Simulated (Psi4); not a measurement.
# C2F4O (trifluoroacetyl fluoride) at MP3/cc-pVDZ

What is the energy change on altering one bond length of C2F4O (trifluoroacetyl fluoride) at MP3/cc-pVDZ? 

Program for the calculation: Psi4 1.11.

1 further run of the same task is left out (set aside as unsound or not needed).

## (1) The structure to begin with

C2F4O has 7 atoms, charge 0, and is taken as a singlet. As SMILES, `O=C(F)C(F)(F)F`. Geometry: relaxed at PBE0-D4/def2-TZVP.

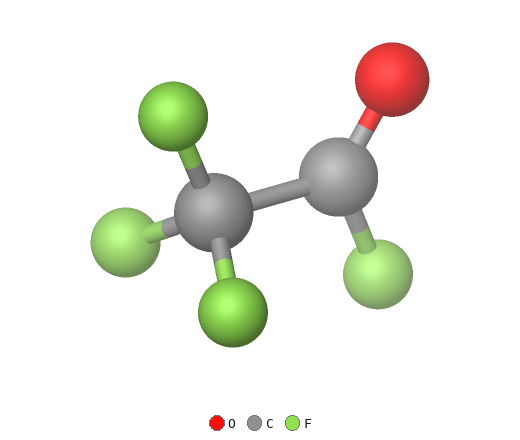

Viewed from a chosen angle; oxygen red, carbon grey, fluorine green.

## (2) The energy at MP3/cc-pVDZ

Input file c2f4o.inp:

```
memory 2.2 GB

molecule m {
  O      2.00533957    -2.63837892     1.32496258
  C      0.16814783    -1.50820932     0.82231432
  F     -2.14831625    -2.26957997     1.39813277
  C      0.03429853     1.04284536    -0.57908767
  F     -1.31880207     0.79041575    -2.68103004
  F     -1.06642914     2.76198591     0.88596030
  F      2.32578043     1.82092120    -1.17127115
  units au
  symmetry c1
  no_reorient
  no_com
}

set puream true
set e_convergence 1e-09
set d_convergence 1e-08
set scf_type pk
set num_frozen_docc 7
set mp_type conv

e_tot = energy('mp3/cc-pVDZ')
```

On the command line:

```console
$ psi4 -i c2f4o.inp -o c2f4o.out -n 1
```

c2f4o.out:

```text
[...]
  Running in c1 symmetry.
[...]
  Nuclear repulsion =  336.982269640956758
[...]
  Multiplicity = 1
[...]
  Nalpha       = 28
  Nbeta        = 28
[...]
    Number of basis functions: 98
[...]
   @RHF iter   1:  -548.19362070429838   -6.17303e-01   7.15022e-03 DIIS/ADIIS
[...]
   @RHF iter  13:  -548.38566350515464   -3.41061e-13   3.50145e-09 DIIS
[...]
    Orbital Energies [Eh]
    ---------------------
    Doubly Occupied:
       1A    -26.382237     2A    -26.382218     3A    -26.381611
       4A    -26.380351     5A    -20.637825     6A    -11.558647
       7A    -11.477320     8A     -1.782309     9A     -1.711755
      10A     -1.682207    11A     -1.681183    12A     -1.488242
      13A     -1.067320    14A     -0.938119    15A     -0.873783
      16A     -0.868250    17A     -0.860426    18A     -0.771067
      19A     -0.764566    20A     -0.745204    21A     -0.736780
      22A     -0.733819    23A     -0.699673    24A     -0.698139
      25A     -0.681601    26A     -0.641115    27A     -0.585194
      28A     -0.534443
[...]
  @RHF Final Energy:  -548.38566350515464
   => Energetics <=
    Nuclear Repulsion Energy =            336.9822696409567584
    One-Electron Energy =               -1431.2450522278293192
    Two-Electron Energy =                 545.8771190817179786
    Total Energy =                       -548.3856635051546391
[...]
 Multipole Moments:
 ------------------------------------------------------------------------------------
     Multipole            Electronic (a.u.)      Nuclear  (a.u.)        Total (a.u.)
 ------------------------------------------------------------------------------------
 L = 1.  Multiply by 2.5417464519 to convert [e a0] to [Debye]
 Dipole X            :          2.4130369           -2.6125086           -0.1994716
 Dipole Y            :         -3.8658275            4.0344709            0.1686434
 Dipole Z            :          1.9742696           -2.0548125           -0.0805429
 Magnitude           :                                                    0.2733435
[...]
	SCS-MP2 Total Energy (a.u.)        :  -549.50928738597133
	SOS-MP2 Total Energy (a.u.)        :  -549.48533879291210
[...]
	SOS-PI-MP2 Total Energy (a.u.)     :  -549.56992919966274
[...]
	MP2 Total Energy (a.u.)            :  -549.55718457208991
[...]
	SCS-MP3 Total Energy (a.u.)        :  -549.50800680901068
[...]
	MP3 Total Energy (a.u.)            :  -549.55206226424718
[...]
```

Wall time 38 s (1 thread of AMD EPYC 7R43 (Zen 3), shared host); peak memory 0.73 GiB.

## (3) The distorted shape, same level

Input file calc.dat:

```
memory 2.2 GB

molecule {
  0 1
  O
  C 1 1.172007
  F 2 1.325825 1 124.03639
  C 2 1.54187 1 126.444 3 179.97826
  F 4 1.329569 2 109.82491 1 120.48043
  F 4 1.329637 5 108.69957 2 -120.14246
  F 4 1.7139 5 109.13886 6 -118.93531
  units angstrom
  symmetry c1
  no_reorient
  no_com
}

set {
  puream true
  e_convergence 1e-09
  d_convergence 1e-08
  scf_type pk
  num_frozen_docc 7
  mp_type conv
}

energy('mp3/cc-pVDZ')
print_variables()
```

On the command line:

```console
$ psi4 calc.dat calc.out -n 1
```

calc.out:

```text
[...]
  Running in c1 symmetry.
[...]
  Nuclear repulsion =  323.089082207122317
[...]
  Multiplicity = 1
[...]
  Nalpha       = 28
  Nbeta        = 28
[...]
    Number of basis functions: 98
[...]
   @RHF iter   1:  -548.05030175870672   -1.02728e+00   7.89363e-03 DIIS/ADIIS
[...]
   @RHF iter  14:  -548.30562051515619   -1.59162e-12   5.74757e-09 DIIS
[...]
    Orbital Energies [Eh]
    ---------------------
    Doubly Occupied:
       1A    -26.417314     2A    -26.417295     3A    -26.399462
       4A    -26.317308     5A    -20.650676     6A    -11.594203
       7A    -11.498657     8A     -1.778753     9A     -1.728050
      10A     -1.706775    11A     -1.548591    12A     -1.499612
      13A     -1.082691    14A     -0.937919    15A     -0.874941
      16A     -0.865426    17A     -0.833977    18A     -0.783992
      19A     -0.772384    20A     -0.762975    21A     -0.745381
      22A     -0.720342    23A     -0.688985    24A     -0.635523
      25A     -0.633054    26A     -0.615569    27A     -0.595881
      28A     -0.548113
[...]
  @RHF Final Energy:  -548.30562051515619
   => Energetics <=
    Nuclear Repulsion Energy =            323.0890822071223170
    One-Electron Energy =               -1403.4817003601599481
    Two-Electron Energy =                 532.0869976378813817
    Total Energy =                       -548.3056205151561926
[...]
 Multipole Moments:
 ------------------------------------------------------------------------------------
     Multipole            Electronic (a.u.)      Nuclear  (a.u.)        Total (a.u.)
 ------------------------------------------------------------------------------------
 L = 1.  Multiply by 2.5417464519 to convert [e a0] to [Debye]
 Dipole X            :          0.0017998           -0.0001806            0.0016192
 Dipole Y            :          0.2812409           -0.8305161           -0.5492753
 Dipole Z            :          2.2041575           -1.5936883            0.6104692
 Magnitude           :                                                    0.8212056
[...]
	SCS-MP2 Total Energy (a.u.)        :  -549.45347178019961
	SOS-MP2 Total Energy (a.u.)        :  -549.43003536355889
[...]
	SOS-PI-MP2 Total Energy (a.u.)     :  -549.51652881343603
[...]
	MP2 Total Energy (a.u.)            :  -549.50034461348105
[...]
	SCS-MP3 Total Energy (a.u.)        :  -549.45063957302159
[...]
	MP3 Total Energy (a.u.)            :  -549.48901578476921
[...]
```

Run time: 37 s. Hardware: 1 thread of AMD EPYC 7R43 (Zen 3), shared host; peak memory 0.73 GiB.

## (4) What came out

At MP3/cc-pVDZ, 7 core orbitals frozen:

```
                                                         quantity          value
                                        first shape: total energy  -549.55206 Eh
                 first shape: HOMO energy (Hartree–Fock orbitals)      -14.54 eV
                 first shape: LUMO energy (Hartree–Fock orbitals)        2.95 eV
               first shape: HOMO–LUMO gap (Hartree–Fock orbitals)       17.49 eV
         first shape: correlation energy (7 core orbitals frozen)    -1166.4 mEh
                                    distorted shape: total energy  -549.48902 Eh
             distorted shape: HOMO energy (Hartree–Fock orbitals)      -14.91 eV
             distorted shape: LUMO energy (Hartree–Fock orbitals)        2.49 eV
           distorted shape: HOMO–LUMO gap (Hartree–Fock orbitals)       17.41 eV
     distorted shape: correlation energy (7 core orbitals frozen)    -1183.4 mEh
energy change with the C4–F7 bond stretched from 1.318 to 1.714 Å       1.716 eV
```

**Reading.** With the C4–F7 bond stretched from 1.318 to 1.714 Å the energy rises by 1.72 eV (40 kcal/mol). The first shape isn't relaxed at this level, so the change isn't measured from a minimum.
